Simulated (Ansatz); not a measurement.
# Li2AlW2: relaxing a made-up structure, part 2 of 2

Starting from a made-up structure for Li2AlW2, the aim is the relaxed cell, its shortest contacts and, where a second run follows, its electronic structure.

Ansatz 0.2.0; DFT, PBEsol, plane-wave PAW, files of the set soft_1, scalar-relativistic, no spin, cell and ions relaxed at zero pressure; PAW set soft_1 (the session's first sound run).

So far: The structure; Relaxation of the guess.

## (3) Bands of the relaxed cell

A second self-consistent run takes a narrower smearing and the mesh shown in its input; the bands follow along the standard path of the relaxed lattice.

This step: DFT, PBEsol, plane-wave PAW, files of the set soft_1, scalar-relativistic, no spin, bands and density of states at the relaxed cell; PAW set soft_1 (Ansatz 0.2.0).

The input, input.yaml:

```yaml
crystal:
  lattice:
    - [6.5266924681, -2.1796881731, 0.0240266985]
    - [6.5266924681, 2.1796881731, 0.0240266985]
    - [-0.0075734177, 0.0, 2.6502069395]
  atoms:
    - { symbol: W, position: [0.5931587995, 0.5931587995, 0.4333581997] }
    - { symbol: W, position: [0.4068412005, 0.4068412005, 0.5666418003] }
    - { symbol: Al, position: [0.0, 0.0, 0.0] }
    - { symbol: Li, position: [0.2028079113, 0.2028079113, 0.9138893561] }
    - { symbol: Li, position: [0.7971920887, 0.7971920887, 0.0861106439] }
kpoints:
  mp_grid: { grid: [8, 8, 12] }
  band_path:
    path:
      - [[0.0, 0.0, 0.0], [0.27788281, -0.27788281, 0.0], [0.0, -0.5, 0.0], [0.0, -0.5, -0.5], [0.27788281, -0.27788281, -0.5], [0.0, 0.0, -0.5], [0.0, 0.0, 0.0], [-0.5, -0.5, 0.0], [-0.27788281, -0.72211719, 0.0], [-0.27788281, -0.72211719, -0.5], [-0.5, -0.5, -0.5], [-0.5, -0.5, 0.0]]
      - [[0.0, 0.0, -0.5], [-0.5, -0.5, -0.5]]
    npoints: 6
scf:
  occupations: { method: fermi_dirac, width: 0.03 }
  n_extra_bands: 9
hamiltonian:
  xc: pbesol
  pseudopotentials: { kind: paw, azcp: { folder: soft_1 }, xc_functional: pbe }
output:
  forces: true
  stress: true
  write_bands: true
  dos: { projected: true }
  write_density: true
  write_potential: true
  elf: true
  volumetric_format: npy
```

The run is started by

```bash
$ ansatz run input.yaml --threads 4 --pin off --max-ram 8192MiB --backend cpu --events-out ev --progress --plain --runs-dir out
```

Numbers of over 12 decimals in the logs are rounded to 6 here.

Output:

```text
[...]
Crystal: 5 atoms, lattice volume = 75.405 Å³
Basis set: ecut = 420 eV, 1511 PW (Γ), exchange–correlation on 96×96×36 points (8 copies of the dense FFT grid, shifted against one another)
Bands: 28, of which v1, the nominal top of the filled ones, is band 19 counted from 1 (18 counted from 0)
Symmetry: 4 space group operations
[...]
k-points: 222 of 768
[...]
SCF iter   1: F=—  HF=-21445.788867 eV  |F-HF|=—  |Δ(HF+E_count)|=         —  Δρ=6.44e-2  dr2=8.98e0  ethr=3.10e-3  ⟨swp⟩=5.9  Hψ=25082  notcnv=0
[...]
SCF iter   8: F=-21443.831478 eV  HF=-21443.831478 eV  |F-HF|=3.37e-9  |Δ(HF+E_count)|=   4.14e-8  Δρ=2.72e-6  dr2=6.81e-9  ethr=2.70e-10  ⟨swp⟩=13.4  Hψ=37348  notcnv=0
SCF 1 converged in 8 iterations: F = -21443.831478 eV  dr2 = 6.81e-9
[...]
NSCF: frozen V_eff on 74 k-points
SCF converged after 8 iterations
Free energy (F): -21443.831478 eV
[...]
Internal energy: -21443.823332 eV  (E = F + TS)
E sigma→0 (E₀):  -21443.827405 eV
Entropy (-TS):   -0.008145 eV (-1.629 meV/atom)
Fermi energy:    11.375449 eV
[...]
--- Forces (eV/Å), atoms counted from 1 ---
  atom   1  W     -0.07100671    -0.00000000     0.03051728
  atom   2  W      0.07100671     0.00000000    -0.03051728
  atom   3  Al     0.00000000     0.00000000     0.00000000
  atom   4  Li    -0.01202557    -0.00000000    -0.00009615
  atom   5  Li     0.01202557     0.00000000     0.00009615
  max |Σ_I F_I| component: 1.73e-18 eV/Å
--- Stress (GPa, compression-positive) ---
       -0.694623       0.000000       0.282739
        0.000000       0.387189       0.000000
        0.282739       0.000000      -0.036069
  P = ⅓ Tr σ = -0.1145 GPa (-1.145 kbar)
--- Band table (eV; the first three rows and the last of 222) ---
  k-point 0: bands = [... 15 lower, 8.7848, 10.0801, 10.8576, 12.4408, 13.0034, 13.7648, 14.1883, 14.7366, ... 5 higher]
  k-point 1: bands = [... 15 lower, 9.0469, 9.9760, 10.8905, 12.3050, 12.3308, 13.5697, 13.8934, 14.8374, ... 5 higher]
  k-point 2: bands = [... 15 lower, 9.6830, 9.9339, 10.8107, 11.4064, 11.9709, 12.9255, 13.3907, 15.1387, ... 5 higher]
  k-point 221: bands = [... 15 lower, 9.5691, 10.1867, 10.1966, 10.7423, 12.4273, 13.2436, 13.7322, 15.7002, ... 5 higher]
```

It took 7.2 s on 4 threads of Intel Xeon Platinum 8375C at 2.90GHz (Ice Lake), shared host; peak memory 0.71 GiB; 27 s of CPU time.

This step gave:

```
free energy             : -21443.8315 eV
energy at zero smearing : -21443.8274 eV
smearing term TS        : 0.008145 eV
pressure                : -0.1145 GPa
```

bands.tsv at the labelled points (eV, zero at the Fermi level; the bands that come nearest the Fermi level along the path):

```tsv
point	band 15	band 16	band 17	band 18	band 19	band 20	band 21	band 22
Γ	-3.03	-2.59	-1.30	-0.52	1.07	1.63	2.39	2.81
X	-2.55	-2.43	-1.29	-1.14	-0.03	0.42	1.41	2.27
S	-2.46	-2.35	-1.54	-0.91	-0.19	0.20	1.54	2.25
R	-2.41	-0.84	-0.30	0.03	0.74	0.94	1.55	2.72
A	-2.28	-0.81	-0.40	-0.06	0.64	0.68	1.61	2.80
Z	-1.82	-1.78	-1.08	-0.65	-0.61	0.76	2.01	2.73
Γ	-3.03	-2.59	-1.30	-0.52	1.07	1.63	2.39	2.81
Y	-2.63	-2.36	-1.88	-0.01	0.89	1.12	2.21	2.84
X1	-2.55	-2.43	-1.29	-1.14	-0.03	0.42	1.41	2.27
A1	-2.28	-0.81	-0.40	-0.06	0.64	0.68	1.61	2.80
T	-1.86	-1.81	-1.19	-1.18	-0.63	1.05	1.87	2.36
Y	-2.63	-2.36	-1.88	-0.01	0.89	1.12	2.21	2.84
Z	-1.82	-1.78	-1.08	-0.65	-0.61	0.76	2.01	2.73
T	-1.86	-1.81	-1.19	-1.18	-0.63	1.05	1.87	2.36
```

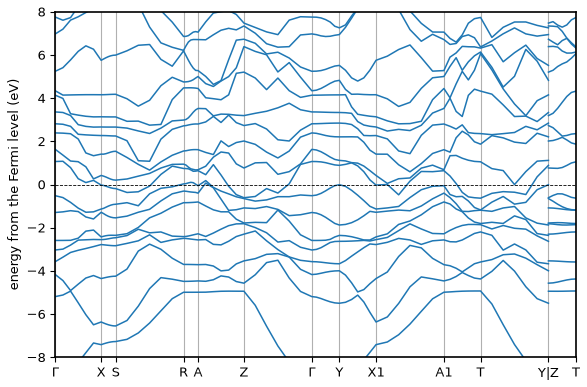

Bands along the path. 10 bands lie wholly below the window drawn.

Counts of states for the cell as run, both spins, by energy window (eV from the Fermi level):

| from | to | total |
| --- | --- | --- |
| -8 | -7 | 0.58 |
| -7 | -6 | 0.53 |
| -6 | -5 | 1.02 |
| -5 | -4 | 1.61 |
| -4 | -3 | 2.00 |
| -3 | -2 | 4.06 |
| -2 | -1 | 3.54 |
| -1 | 0 | 3.32 |
| 0 | 1 | 2.47 |
| 1 | 2 | 2.53 |
| 2 | 3 | 3.08 |
| 3 | 4 | 2.55 |
| 4 | 5 | 1.75 |
| 5 | 6 | 1.89 |

Below -8 eV lie 20.4 more states.

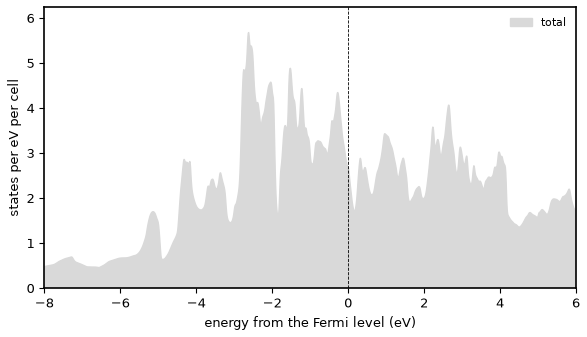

Total density of states, smoothed over about 0.04 eV.

Force by atom:

```csv
atom,x (eV/Å),y (eV/Å),z (eV/Å),size
W1,-0.0710,0.0000,0.0305,0.0773
W2,0.0710,0.0000,-0.0305,0.0773
Al3,0.0000,0.0000,0.0000,0.0000
Li4,-0.0120,0.0000,-0.0001,0.0120
Li5,0.0120,0.0000,0.0001,0.0120
```

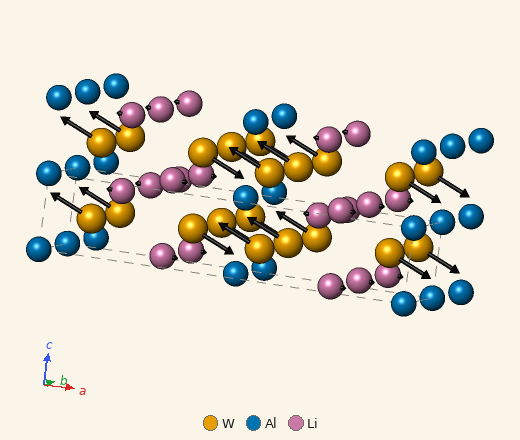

Force as arrows, the longest 0.0773 eV/Å. 1×2×2 conventional cells are drawn. Some periodic images of atoms are drawn too.

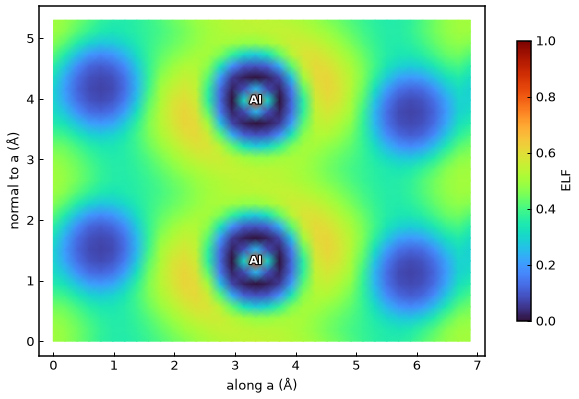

ELF in the ac plane of the cell as run, not the conventional one, at fractional y = 0.000, with atoms of Al within 0.2 Å of it. It is the smooth field of the valence electrons, not physical close to the nuclei. The map starts off the cell's origin, so that atoms lie inside it.

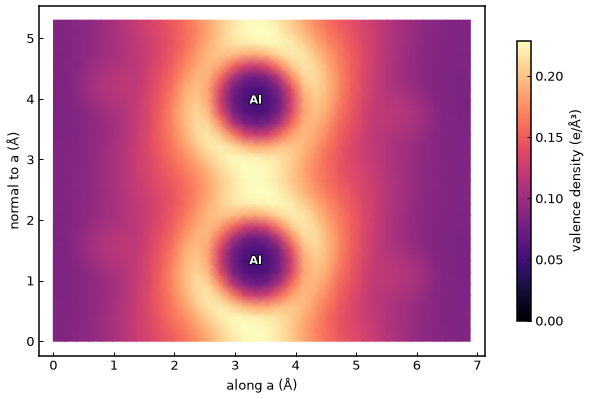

Valence density in the ac plane of the cell as run, not the conventional one, at fractional y = 0.000, with atoms of Al within 0.2 Å of it. It is the smooth field of the valence electrons, not physical close to the nuclei. The map starts off the cell's origin, so that atoms lie inside it.

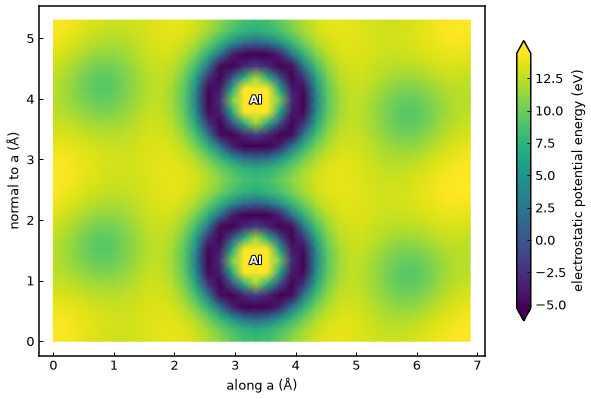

Electrostatic potential energy in the ac plane of the cell as run, not the conventional one, at fractional y = 0.000, with atoms of Al within 0.2 Å of it. With pseudopotentials it is smooth inside the atoms' cores, unlike the true potential. The map starts off the cell's origin, so that atoms lie inside it.

## (4) Outcome

```yaml
space_group_relaxed: C2/m
conventional_cell: a = 13.053, b = 4.359, c = 2.650 Å; α = 90.0°, β = 90.0°, γ = 90.0°
volume_per_atom: 15.08 Å³ (guess 18.66)
```

In words: Li2AlW2 relaxes to C2/m with a = 13.053, b = 4.359 and c = 2.650 Å. The guessed volume was 24 % too large. The space group C2/m was held in the relaxation, so the end point is a stationary structure within it and may be a saddle against distortions or other arrangements. Bands cross the Fermi level, so it is a metal or semimetal at this level. The electron count is odd, which forces that without spin polarisation or a larger cell. On the 8×8×12 mesh with the narrower smearing (relaxed on 7×7×9) the largest force component is 0.071 eV/Å and the largest stress component is 0.695 GPa, against the relaxation's thresholds of 0.015 eV/Å and 0.05 GPa. The cutoff wasn't tested. A vector of the cell changed its length by 14 %, more than the volume shows. Spin-orbit coupling is left out, which can matter for elements this heavy. No dispersion term is used, so weakly bound directions may come out too long. The runs have no spin, and magnetism wasn't tested. Nothing here tests whether the compound is stable against decomposition.

[Logs are printed without paths, hosts, clocks, repeated set-up lines and the standing remarks that a program may print on its own settings, such as how far it seeks lower states.]

[Hosts, paths, dates, database ids (printed as entryN), source tags and the programs' standing remarks are cut or masked in the printed files.]
